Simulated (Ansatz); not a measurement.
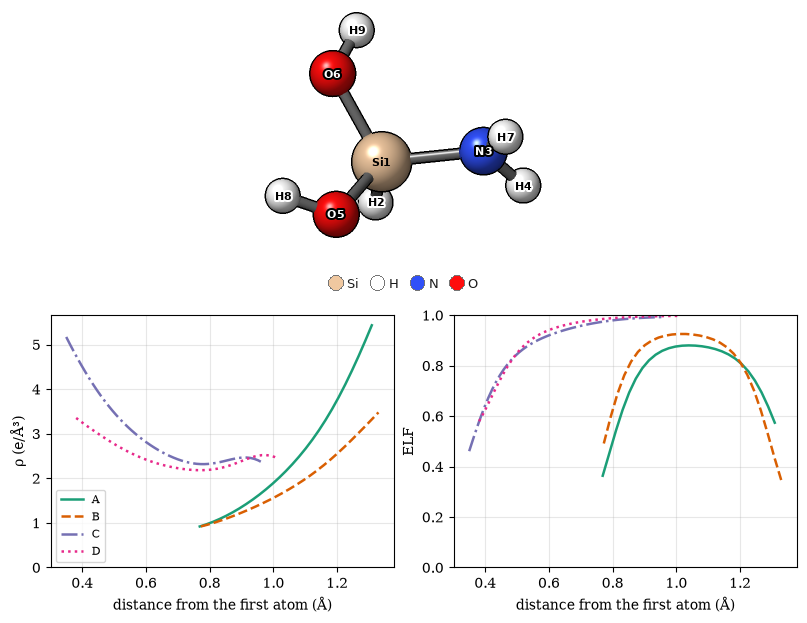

*H5NO2Si. Total electron density and ELF along straight lines between neighbouring atoms. The curves leave out the atomic cores. The structure is drawn too.*

The calculation used Ansatz 0.2.0, RKS B3LYP-D4/def2-SVP.

```xyz
9

Si   -0.2912   -0.2728   -0.0115
H    -1.7084   -0.4414   -0.4314
N     0.2237    1.1888   -0.7477
H    -0.2988    1.5657   -1.5322
O     0.6495   -1.5673   -0.4603
O    -0.1357   -0.2444    1.6497
H     1.2061    1.4407   -0.8017
H     0.8202   -2.2120    0.2371
H    -0.4654    0.5427    2.0980
```

Q: Which curve belongs to which contact (N–H, O–H, Si–N and Si–O)? The first atom named is at distance zero.

A: Curve A: Si–O (1.66 Å): the density is about 1.1 e/Å³ at the midpoint; the ELF peaks at about 0.90 between the atoms, as expected for a polar covalent bond. Curve B: Si–N (1.72 Å): ρ is about 1.1 e/Å³ halfway; the ELF peaks at about 0.95 between the atoms (a shared but strongly polarised pair). Curve C: O–H (0.96 Å): ρ at the midpoint is about 3.6 e/Å³; the ELF climbs to about 1 towards the hydrogen, as it does in any bond to H; an ordinary covalent bond to hydrogen. Curve D: N–H (1.02 Å): the density is about 2.7 e/Å³ at the midpoint; the ELF climbs to about 1 towards the hydrogen: an ordinary covalent bond to hydrogen.
